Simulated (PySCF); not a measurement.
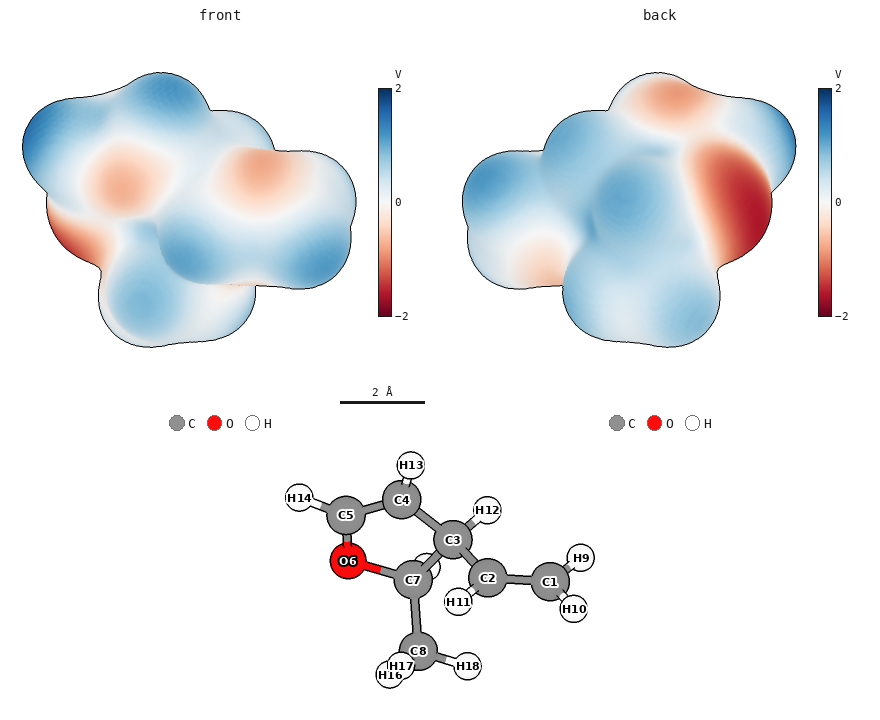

C₇H₁₀O. The molecular electrostatic potential painted on the density surface at 0.004 e/bohr³, seen from the front and from behind; red is negative and blue positive. The bare structure is drawn below in the same view.

Geometry: GFN2-xTB.

These are results of PBE0/pcSseg-1, SCF density, gas phase, non-relativistic in PySCF, not measurements.

```xyz
18

C     2.0952   -1.4647   -0.0654
C     1.1499   -0.6214    0.3036
C     0.5355    0.4002   -0.6071
C     0.4779    1.7554    0.0542
C    -0.7828    2.1561    0.1170
O    -1.6844    1.3065   -0.4338
C    -0.9717    0.1654   -0.9334
C    -1.5753   -1.1011   -0.3387
H     2.4781   -1.4836   -1.0731
H     2.5262   -2.1736    0.6208
H     0.7903   -0.6140    1.3235
H     1.1178    0.4339   -1.5338
H     1.3427    2.2619    0.4318
H    -1.2029    3.0557    0.5302
H    -1.1199    0.1505   -2.0211
H    -2.6176   -1.1769   -0.6383
H    -1.5313   -1.0694    0.7463
H    -1.0365   -1.9747   -0.6944
```

> Describe the electrostatic potential map.

The most negative region (about −1.6 V, or −37 kcal/mol for a unit charge) lies over O6, the most positive (about +1.4 V, or +32 kcal/mol for a unit charge) over H14. O6 is the likeliest acceptor of a hydrogen bond.

> What dipole moment does the calculation give?

Its dipole moment is 0.89 D.
